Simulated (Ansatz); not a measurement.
Consider GaN in the wurtzite structure (space group P6_3mc, No. 186; a = 3.183 Å, c = 5.184 Å). Axes: x lies along a and z along c of the hexagonal cell.

Modification: uniaxial stress, 2 GPa tension along x; all other stress components relax to zero.

The values are results of Ansatz (a program for electronic structure), r2SCAN, PAW, cutoff 500 eV, no spin-orbit coupling, earlier PAW set, not measurements.

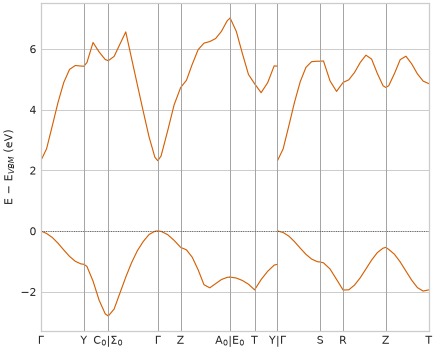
Fig. 1. Highest valence and lowest conduction band along the path of the changed cell's own zone

Task: Read the changed gap and its character from the plot.

Result: About 2.3 eV, direct at Γ.

Load acts through the strain it causes; cell and atoms are relaxed under it. Beyond what the load breaks, stability against distortions was not tested. Labels are those of the standard path for the cell's own space group.
